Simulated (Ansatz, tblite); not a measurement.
# GeMe2(NEt2)2 (C10H26GeN2): which spin state is lowest

Aim: set other spin states of GeMe2(NEt2)2 (C10H26GeN2) against its singlet, on many levels of theory.

Program: Ansatz 0.2.0, Gaussian basis. Level of theory: as each input shows. These are calculated values, not measurements.

The runs, in order: triplet, at the geometry of the singlet (GFN1-xTB, GFN2-xTB, PBE0-D4/def2-TZVP, PBE-D4/def2-TZVP, r2SCAN-D4/def2-TZVP); the singlet's energies come from earlier runs.

### 1 The relaxed structure

The geometry is that of the singlet, from an earlier relaxation (PBE-D4/def2-SVP).

39 atoms, charge 0, spin multiplicity 1.

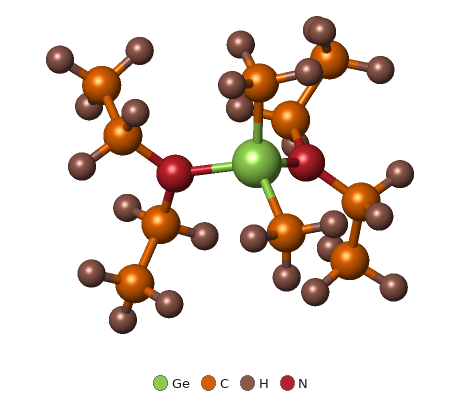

The geometry (germanium green, carbon orange, hydrogen brown, nitrogen red).

### 2 Triplet at the fixed geometry, GFN1-xTB

Tight binding, by tblite at 300 K electronic temperature and without a spin-polarisation term:

```python
tblite.interface.Calculator('GFN1-xTB', numbers, positions, charge=0, uhf=2).singlepoint()
```

Energy -1169.7387 eV; 0.078 s.

### 3 Triplet at the fixed geometry, GFN2-xTB

Tight binding, by tblite at 300 K electronic temperature and without a spin-polarisation term:

```python
tblite.interface.Calculator('GFN2-xTB', numbers, positions, charge=0, uhf=2).singlepoint()
```

Energy -1148.7002 eV; 0.043 s.

### 4 Triplet at the fixed geometry, PBE0-D4/def2-TZVP

File in.yaml:

```yaml
crystal:
  periodic: [false, false, false]
  atoms:
    - {symbol: Ge, position_ang: [0.899306, -0.006106, 0.642776]}
    - {symbol: C, position_ang: [0.850530, -0.099482, 2.608239]}
    - {symbol: H, position_ang: [1.443589, -0.953675, 2.992025]}
    - {symbol: H, position_ang: [-0.190088, -0.197791, 2.974216]}
    - {symbol: H, position_ang: [1.278486, 0.835325, 3.020784]}
    - {symbol: C, position_ang: [2.745580, 0.085179, -0.032148]}
    - {symbol: H, position_ang: [2.756461, 0.184504, -1.135132]}
    - {symbol: H, position_ang: [3.271761, -0.850789, 0.240029]}
    - {symbol: H, position_ang: [3.302063, 0.937900, 0.405560]}
    - {symbol: N, position_ang: [0.001165, 1.469231, -0.041287]}
    - {symbol: C, position_ang: [-1.439842, 1.569339, 0.126951]}
    - {symbol: C, position_ang: [-1.887135, 2.428262, 1.318056]}
    - {symbol: C, position_ang: [0.669526, 2.593830, -0.675751]}
    - {symbol: C, position_ang: [0.568993, 2.600042, -2.207727]}
    - {symbol: H, position_ang: [-1.847216, 0.539468, 0.238250]}
    - {symbol: H, position_ang: [-1.905423, 1.967591, -0.807047]}
    - {symbol: H, position_ang: [-1.528106, 1.998495, 2.276041]}
    - {symbol: H, position_ang: [-1.487376, 3.461575, 1.246363]}
    - {symbol: H, position_ang: [-2.993624, 2.503016, 1.368135]}
    - {symbol: H, position_ang: [0.264283, 3.556740, -0.279799]}
    - {symbol: H, position_ang: [1.741769, 2.598026, -0.385266]}
    - {symbol: H, position_ang: [1.067406, 1.707577, -2.639296]}
    - {symbol: H, position_ang: [-0.489000, 2.584749, -2.542786]}
    - {symbol: H, position_ang: [1.043668, 3.505708, -2.641886]}
    - {symbol: N, position_ang: [-0.022816, -1.485242, 0.004757]}
    - {symbol: C, position_ang: [-0.279232, -1.601660, -1.422172]}
    - {symbol: C, position_ang: [0.696829, -2.519172, -2.171085]}
    - {symbol: C, position_ang: [-0.496690, -2.568118, 0.850612]}
    - {symbol: C, position_ang: [-1.989353, -2.488389, 1.200528]}
    - {symbol: H, position_ang: [-0.245074, -0.580752, -1.864899]}
    - {symbol: H, position_ang: [-1.323634, -1.958229, -1.595746]}
    - {symbol: H, position_ang: [1.735308, -2.134492, -2.103383]}
    - {symbol: H, position_ang: [0.693889, -3.545526, -1.748038]}
    - {symbol: H, position_ang: [0.429175, -2.601830, -3.245311]}
    - {symbol: H, position_ang: [-0.288719, -3.551496, 0.363867]}
    - {symbol: H, position_ang: [0.093958, -2.588164, 1.791337]}
    - {symbol: H, position_ang: [-2.208708, -1.575191, 1.791433]}
    - {symbol: H, position_ang: [-2.616441, -2.451036, 0.285466]}
    - {symbol: H, position_ang: [-2.315299, -3.369380, 1.793335]}
basis:
  gaussian: {orbitals: def2-TZVP, fitting: {mean_field: def2-universal-jkfit}}
magnetization: {spin_polarized: true, initial_magnetization: 2}
hamiltonian: {xc: pbe0, dispersion: d4}
scf: {omitted_lower_state_checks: [starts]}
output: {orbitals: {seedname: orbitals}}
```

Run with:

```bash
$ ansatz run in.yaml --threads 2 --pin off --events-out ev --progress --plain --max-ram 22528MiB --backend cuda --devices 0, --max-vram 18GiB
```

Standard output:

```text
Functional definition: PBE0
  name "PBE0"
  cite "Adamo & Barone, J. Chem. Phys. 110, 6158 (1999) doi:10.1063/1.478522"
  cite "Perdew, Burke & Ernzerhof, Phys. Rev. Lett. 77, 3865 (1996) doi:10.1103/PhysRevLett.77.3865"
  parent pbe
  parameter a = 0.25
  parameter kappa = 0.804
  parameter beta = 0.06672455060314922
  exchange = (1 - a)*pbe_x(kappa = kappa, mu = beta*pi^2/3) + a*exact_x
  correlation = pbe_c(beta = beta)
these checks for a lower state are left out or cut short: starts
1638 factors; integrals over basis functions are off by at most 3.9e-1 eV
mean field evaluation 1: about -70239.0964 eV, gradient 8.1e1 eV
mean field evaluation 2: about -70224.0733 eV, gradient 9.6e1 eV
mean field evaluation 4: about -70267.2753 eV, gradient 2.0e1 eV
mean field evaluation 8: about -70269.2681 eV, gradient 4.1e-1 eV
mean field evaluation 16: about -70269.2674 eV, gradient 1.4e-1 eV
mean field -70269.27269431 eV, -2582.3481412920 hartree, gradient 3.8e-6 eV, S^2 2.008044; 0 other end points of the search recorded, 0 dependent functions left out
reference -70269.27275457 eV, -2582.3481435068 hartree; 67, 65 occupied and 509, 511 virtual orbitals, 1638 factors
Total energy: -70270.28505599 eV, -2582.3853448978 hartree
Checks for a lower state left out: starts
```

Run time: 18 s. Hardware: 1 × H100 (card shared with other runs) with 2 threads of AMD EPYC 7R13, shared host; peak host memory 1.2 GiB.

Report: HOMO -0.61 eV, LUMO -4.81 eV (over both spins; with the spin held, an empty level of the minority spin lies below the top filled one); ⟨S²⟩ 2.008 (pure: 2.00).

### 5 Triplet at the fixed geometry, PBE-D4/def2-TZVP

start.molden holds the orbitals of an earlier run on this state, given as this run's starting guess.

in.yaml: that of step 4 with these lines changed.

```diff
@@ -43,5 +43,5 @@
 basis:
-  gaussian: {orbitals: def2-TZVP, fitting: {mean_field: def2-universal-jkfit}}
+  gaussian: {orbitals: def2-TZVP, fitting: {mean_field: def2-universal-jkfit}, initial_orbitals: start.molden}
 magnetization: {spin_polarized: true, initial_magnetization: 2}
-hamiltonian: {xc: pbe0, dispersion: d4}
+hamiltonian: {xc: pbe, dispersion: d4}
 scf: {omitted_lower_state_checks: [starts]}
```

The command is unchanged.

Standard output:

```text
Functional definition: PBE
  name "PBE"
  cite "Perdew, Burke & Ernzerhof, Phys. Rev. Lett. 77, 3865 (1996) doi:10.1103/PhysRevLett.77.3865"
  parent pbe
  parameter kappa = 0.804
  parameter beta = 0.06672455060314922
  exchange = pbe_x(kappa = kappa, mu = beta*pi^2/3)
  correlation = pbe_c(beta = beta)
these checks for a lower state are left out or cut short: starts
1638 factors; integrals over basis functions are off by at most 3.9e-1 eV
mean field evaluation 1: about -70265.7643 eV, gradient 1.2e1 eV
mean field evaluation 2: about -70266.1665 eV, gradient 8.3e-1 eV
mean field evaluation 4: about -70266.2281 eV, gradient 5.2e-1 eV
mean field evaluation 8: about -70266.2303 eV, gradient 1.0e-4 eV
mean field -70266.23025715 eV, -2582.2363337886 hartree, gradient 2.3e-5 eV, S^2 2.003115; 0 other end points of the search recorded, 0 dependent functions left out
reference -70266.23033557 eV, -2582.2363366706 hartree; 67, 65 occupied and 509, 511 virtual orbitals, 1638 factors
Total energy: -70267.38835628 eV, -2582.2788931468 hartree
Checks for a lower state left out: starts
```

Wall time 11 s (1 × H100 (card shared with other runs) with 2 threads of AMD EPYC 7R13, shared host); peak host memory 1.1 GiB.

Report: HOMO -0.47 eV, LUMO -5.35 eV (over both spins; with the spin held, an empty level of the minority spin lies below the top filled one); ⟨S²⟩ 2.003 (pure: 2.00).

### 6 Triplet at the fixed geometry, r2SCAN-D4/def2-TZVP

in.yaml: that of step 5 with these lines changed.

```diff
@@ -45,3 +45,3 @@
 magnetization: {spin_polarized: true, initial_magnetization: 2}
-hamiltonian: {xc: pbe, dispersion: d4}
+hamiltonian: {xc: r2scan, dispersion: d4}
 scf: {omitted_lower_state_checks: [starts]}
```

The command is unchanged.

Standard output:

```text
Functional definition: r2SCAN
  name "r2SCAN"
  cite "Furness, Kaplan, Ning, Perdew & Sun, J. Phys. Chem. Lett. 11, 8208 (2020) doi:10.1021/acs.jpclett.0c02405"
  cite "Furness, Kaplan, Ning, Perdew & Sun, J. Phys. Chem. Lett. 11, 9248 (2020) doi:10.1021/acs.jpclett.0c03077"
  parent r2scan
  parameter k0 = 0.174
  parameter k1 = 0.065
  parameter a1 = 4.9479
  exchange = r2scan_x(k0 = k0, k1 = k1, a1 = a1)
  correlation = r2scan_c
these checks for a lower state are left out or cut short: starts
1638 factors; integrals over basis functions are off by at most 3.9e-1 eV
mean field evaluation 1: about -70284.6532 eV, gradient 6.6e0 eV
mean field evaluation 2: about -70284.8178 eV, gradient 5.2e-1 eV
mean field evaluation 4: about -70284.8788 eV, gradient 6.5e-1 eV
mean field evaluation 8: about -70284.8821 eV, gradient 7.8e-4 eV
mean field evaluation 16: about -70284.8821 eV, gradient 1.1e-4 eV
mean field -70284.88211043 eV, -2582.9217767541 hartree, gradient 7.0e-6 eV, S^2 2.007827; 0 other end points of the search recorded, 0 dependent functions left out
reference -70284.88213739 eV, -2582.9217777449 hartree; 67, 65 occupied and 509, 511 virtual orbitals, 1638 factors
Total energy: -70285.24112788 eV, -2582.9349704020 hartree
Checks for a lower state left out: starts
```

Run time: 17 s. Hardware: 1 × H100 (card shared with other runs) with 2 threads of AMD EPYC 7R13, shared host; peak host memory 1.4 GiB.

Report: HOMO -0.28 eV, LUMO -5.33 eV (over both spins; with the spin held, an empty level of the minority spin lies below the top filled one); ⟨S²⟩ 2.008 (pure: 2.00).

### 7 Triplet less singlet, vertical

The singlet's energies are those of its earlier runs, whose logs aren't repeated here.

| level | triplet less singlet, vertical (kJ/mol) | time |
| --- | --- | --- |
| GFN1-xTB | +544.8 | 0.13 s |
| GFN2-xTB | +590.4 | 0.071 s |
| PBE-D4/def2-TZVP | +449.6 | 19 s |
| r2SCAN-D4/def2-TZVP | +489.9 | 29 s |
| PBE0-D4/def2-TZVP | +520.7 | 25 s |

Times add the two runs; a level without a time comes out of a correlated run. Tight binding without a spin term can't rank spin states.

### 8 Outcome

```
                                                quantity                                       value
triplet less singlet, vertical, functionals in def2-TZVP  +449.6 (PBE-D4) to +520.7 kJ/mol (PBE0-D4)
```

In words: All functionals put the triplet above the singlet, over a spread of 71.1 kJ/mol. The checks for a lower triplet were left out, so another state of that spin may lie lower. These are electronic energies, without zero-point motion, entropy or surroundings.
